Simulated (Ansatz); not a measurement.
System Ni₂N (space group I4_1/amd, No. 141); source of the atomic positions: coordinates from a relaxation (final pressure about 11 GPa) with Ansatz 0.2.0, DFT, PAW plane waves, pbe; the starting structure was generated, so it need not be a known form of this composition.

```cif
data_structure
_symmetry_space_group_name_H-M 'I4_1/amd:1'
_symmetry_Int_Tables_number 141
_cell_length_a 3.8344
_cell_length_b 3.8344
_cell_length_c 7.3036
_cell_angle_alpha 90.000
_cell_angle_beta 90.000
_cell_angle_gamma 90.000
_cell_volume 107.38
loop_
_atom_site_label
_atom_site_type_symbol
_atom_site_symmetry_multiplicity
_atom_site_Wyckoff_symbol
_atom_site_fract_x
_atom_site_fract_y
_atom_site_fract_z
_atom_site_occupancy
Ni1 Ni 8 e 0.00000 0.00000 0.26450 1
N1 N 4 a 0.00000 0.00000 0.00000 1
```

Bonds are taken as N–Ni below 2.2 Å; no other contact counts. The graph is simplified in the usual way: terminal and isolated atoms are pruned, two-connected atoms become edges.

Derive the underlying net.

The result is a binodal (3,6)-connected, three-periodic net: Ni is a 3-connected node; N is a 6-connected node, in the ratio 2:1. It is the ant net, known from anatase. It is a single net, without interpenetration.

| node | links | point symbol | coordination sequence |
| --- | --- | --- | --- |
| Ni | 3 | 4²·6 | 3 13 16 54 42 |
| N | 6 | 4⁴·6²·8⁸·10 | 6 8 32 28 84 |

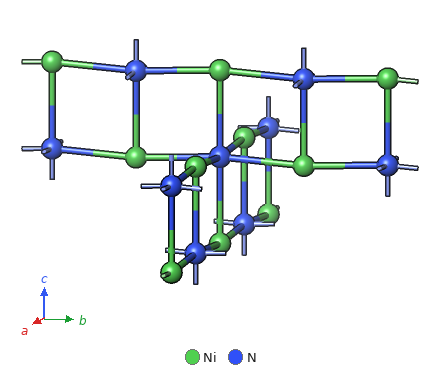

Nodes are coloured by element. Edges to nodes outside the piece are drawn as stubs.
